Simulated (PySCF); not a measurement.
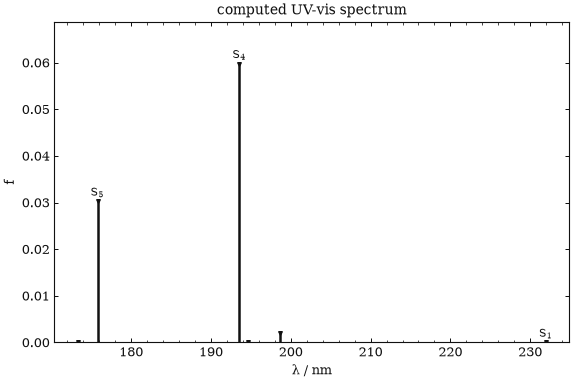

Vertical TDDFT excitations, PBE0/def2-SVPD in PySCF, at a GFN2-xTB geometry (no frequency check), gas phase. Only the first 6 singlet excitations are included.

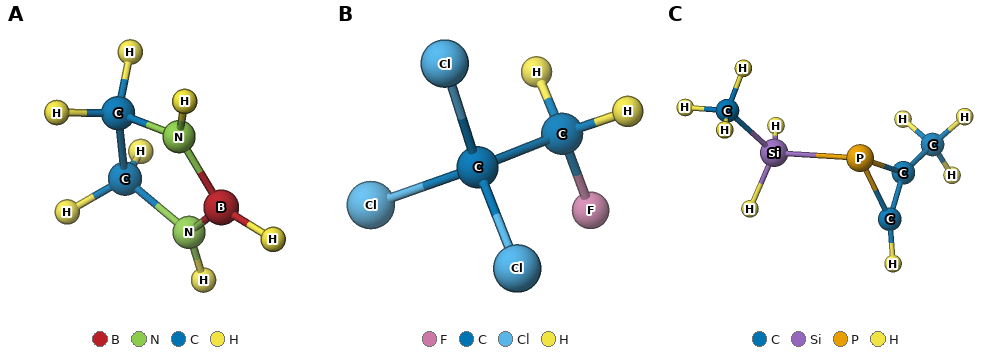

Question: Whose absorption spectrum is this? Choose among the lettered structures.

Answer: Structure A, C₂H₇BN₂, SMILES B1NCCN1. Its lowest singlet lies at 5.34 eV (f = 0.000) and the brightest of those computed is S4 at 6.41 eV (194 nm), f = 0.060, mainly HOMO → LUMO+3 (98 %) (S3 lies within 0.06 eV, too close to order).

Caveats: states above the negative HOMO energy depend on the basis; the tight-binding geometry is rougher than a DFT one and adds to the error; one conformer of a flexible molecule; core orbitals are frozen in the response.
